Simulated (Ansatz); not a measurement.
**SiN₂H₄: functionals against CCSD(T) at one geometry**

The atoms stand at a structure displaced at random from a GFN2-xTB minimum. How far do the functionals agree with CCSD(T) there?

Method: single points in def2-TZVPP; program: Ansatz 0.2.0, Gaussian basis.

Cores are frozen in the correlated methods.

### 1 The system as given

SMILES `N=[SiH]N`, 7 atoms, charge 0, spin multiplicity 1.

Atoms are counted from 1 here; the program's logs count them from 0.

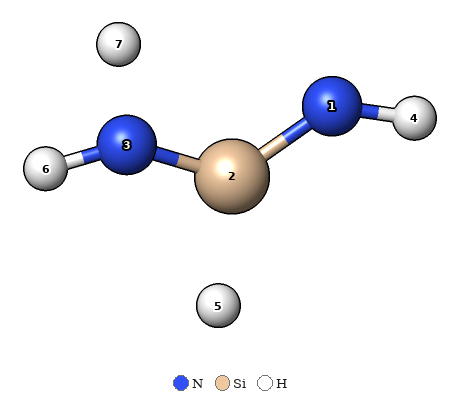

The starting geometry (nitrogen blue, silicon light orange, hydrogen white); atoms are numbered from 1 in the order of the file.

Coordinates:

```tsv
atom	x (Å)	y (Å)	z (Å)
N1	-1.1074	-0.6809	-1.0482
Si2	-0.1969	0.4167	-0.2592
N3	0.8939	0.0969	0.7964
H4	-2.0034	-0.6428	-1.7312
H5	-0.3831	2.1452	-0.0985
H6	1.7036	0.5410	1.4493
H7	1.2558	-1.2094	0.7876
```

### 2 CCSD(T)/def2-TZVPP

run/in.yaml reads:

```yaml
crystal:
  periodic: [false, false, false]
  atoms:
    - {symbol: N, position_ang: [-1.107400, -0.680900, -1.048200]}
    - {symbol: Si, position_ang: [-0.196900, 0.416700, -0.259200]}
    - {symbol: N, position_ang: [0.893900, 0.096900, 0.796400]}
    - {symbol: H, position_ang: [-2.003400, -0.642800, -1.731200]}
    - {symbol: H, position_ang: [-0.383100, 2.145200, -0.098500]}
    - {symbol: H, position_ang: [1.703600, 0.541000, 1.449300]}
    - {symbol: H, position_ang: [1.255800, -1.209400, 0.787600]}
basis:
  gaussian: {orbitals: def2-TZVPP}
correlation: {method: ccsd_t}
output: {forces: true}
```

No record of the launch command was kept for these runs.

### 3 PBE0-D4/def2-TZVPP

Edit run/in.yaml of step 2 so:

```diff
@@ -12,3 +12,3 @@
   gaussian: {orbitals: def2-TZVPP}
-correlation: {method: ccsd_t}
-output: {forces: true}
+hamiltonian: {xc: pbe0, dispersion: d4}
+output: {forces: true, orbitals: {seedname: orbitals}}
```

### 4 wB97M-V/def2-TZVPP

Edit run/in.yaml of step 3 so:

```diff
@@ -12,3 +12,3 @@
   gaussian: {orbitals: def2-TZVPP}
-hamiltonian: {xc: pbe0, dispersion: d4}
-output: {forces: true, orbitals: {seedname: orbitals}}
+hamiltonian: {xc: {name: wB97M-V}}
+output: {forces: true}
```

### 5 r2SCAN-D4/def2-TZVPP

Edit run/in.yaml of step 4 so:

```diff
@@ -12,3 +12,3 @@
   gaussian: {orbitals: def2-TZVPP}
-hamiltonian: {xc: {name: wB97M-V}}
+hamiltonian: {xc: r2scan, dispersion: d4}
 output: {forces: true}
```

### 6 PBE-D4/def2-TZVPP

Edit run/in.yaml of step 5 so:

```diff
@@ -12,3 +12,3 @@
   gaussian: {orbitals: def2-TZVPP}
-hamiltonian: {xc: r2scan, dispersion: d4}
+hamiltonian: {xc: pbe, dispersion: d4}
 output: {forces: true}
```

### 7 SPW92/def2-TZVPP

Edit run/in.yaml of step 6 so:

```diff
@@ -12,3 +12,3 @@
   gaussian: {orbitals: def2-TZVPP}
-hamiltonian: {xc: pbe, dispersion: d4}
+hamiltonian: {xc: lda}
 output: {forces: true}
```

### 8 revPBE-D4/def2-TZVPP

Edit run/in.yaml of step 7 so:

```diff
@@ -12,3 +12,3 @@
   gaussian: {orbitals: def2-TZVPP}
-hamiltonian: {xc: lda}
+hamiltonian: {xc: {name: revPBE}, dispersion: d4}
 output: {forces: true}
```

(Steps that only read results are left out.)

What does the calculation give? Wanted: energy less free atoms, CCSD(T)/def2-TZVPP; RMS force component; RMS force error; HOMO and LUMO, PBE0-D4; T1 diagnostic.

As calculated:

```
                                  quantity                                                                                           value
energy less free atoms, CCSD(T)/def2-TZVPP                                                                                  -1946.0 kJ/mol
                       RMS force component                                                            3.347 to 3.674 eV/Å over the methods
                           RMS force error  PBE0-D4 0.152, wB97M-V 0.166, r2SCAN-D4 0.127, PBE-D4 0.205, SPW92 0.359, revPBE-D4 0.245 eV/Å
                    HOMO and LUMO, PBE0-D4                                                                              -6.59 and -0.99 eV
                             T1 diagnostic                                                                                           0.017
```

In words: Against CCSD(T) the functionals' energies less atoms differ by -486.0 to -70.4 kJ/mol, PBE-D4 by -171.1 kJ/mol. A larger basis would deepen the CCSD(T) value, while the functionals are nearly converged already, so the order here is not reliable. On forces the order runs from r2SCAN-D4 to SPW92.
